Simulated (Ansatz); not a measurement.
System: a slab cut from Ta (slab content Ta₅), space group Im-3m (No. 229).

Structure:
```
CELL_PARAMETERS angstrom
-1.65950 1.65950 1.65950
1.65950 -1.65950 1.65950
1.65950 1.65950 -1.65950
ATOMIC_POSITIONS crystal
Ta 0.00000 0.00000 0.00000
```

One of the inputs:
```
crystal:
  lattice:
    - [2.8743851027, 0.0, 0.0]
    - [-0.9581283676, 2.7099962638, 0.0]
    - [0.0, 0.0, 24.3877024344]
  atoms:
    - { symbol: Ta, position: [0.5, 0.5, 0.3075320449] }
    - { symbol: Ta, position: [0.0, 0.0, 0.4037660224] }
    - { symbol: Ta, position: [0.5, 0.5, 0.5] }
    - { symbol: Ta, position: [0.0, 0.0, 0.5962339776] }
    - { symbol: Ta, position: [0.5, 0.5, 0.6924679551] }
basis:
  ecutwfc: 420
kpoints:
  mp_grid: { grid: [13, 13, 1] }
hamiltonian:
  xc: pbe
scf:
  occupations: { method: gaussian, width: 0.1 }
output:
  forces: true
  eigenvalues: true
  write_density: true
  write_potential: true
  elf: true
  volumetric_format: npy
relax:
  adjacent_minimum: "off"
  f_tol: 0.02
  max_steps: 60
efield:
  axis: 3
  dipole_correction: true
  ramp_width: 0.04
```

Command:
```bash
ansatz run input.yaml --threads 2 --pin off --max-ram 5120MiB --backend cpu --events-out ev --progress --plain --runs-dir out
```

Calculation (Ansatz 0.2.0): spacing and rumpling of the atomic planes of a slab cut from the relaxed bulk cell along the Miller plane (conventional indices), bottom to top, after all atoms relax, plane waves with PAW datasets, Γ-centred k mesh. Level: PBE, no spin polarisation.

```tsv
setting	value
space group in which the indices count	229
Miller index h	1
Miller index k	1
Miller index l	0
top plane	Ta
bottom plane	Ta
planes	5
surface cell	(1, 1)
slab thickness as cut	9.39 Å
vacuum	15 Å
surface area	7.79 Å²
surface a	2.874 Å
surface b	2.874 Å
surface angle	109.5 °
slab atoms	5
wave cutoff	420 eV
k mesh	13×13×1
occupations	Gaussian
smearing width	0.1 eV
boundary	dipole corrected
```

What does the calculation give for the spacing change of each pair of planes? The cases: 1–2; 2–3; 3–4; 4–5.

The least value, −0.104 Å, is that of 1–2 and 4–5, and the largest, −0.006 Å, that of 2–3 and 3–4. In rising order: 1–2 (−0.104), 4–5 (−0.104), 2–3 (−0.006), 3–4 (−0.006), in Å. The spacing to next, in Å, is 2.243 for 1–2, 2.341 for 2–3, 2.341 for 3–4 and 2.243 for 4–5.

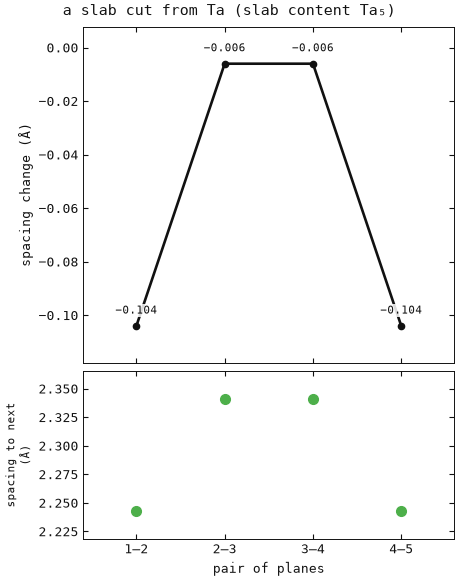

Note: k mesh lowers the symmetry in the bulk run; no spin-orbit coupling, which matters for these elements; xc potential rough in thin density.
